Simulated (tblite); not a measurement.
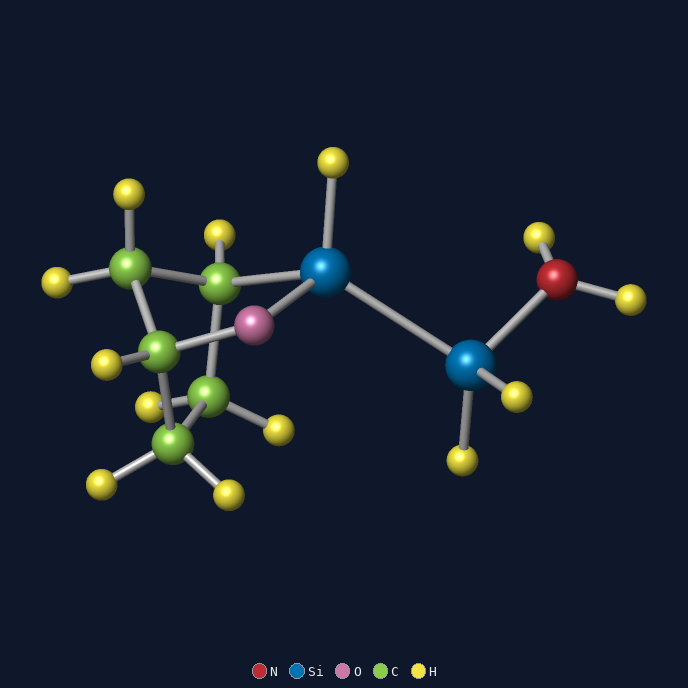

The picture comes from a calculation with tblite.

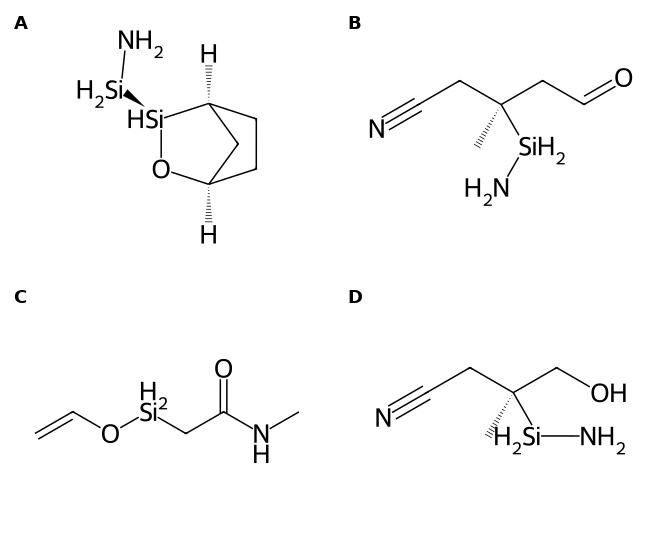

Question: Which structural formula matches the 3D model?

Answer: A, `N[SiH2][Si@@H]1O[C@@H]2CC[C@H]1C2`.
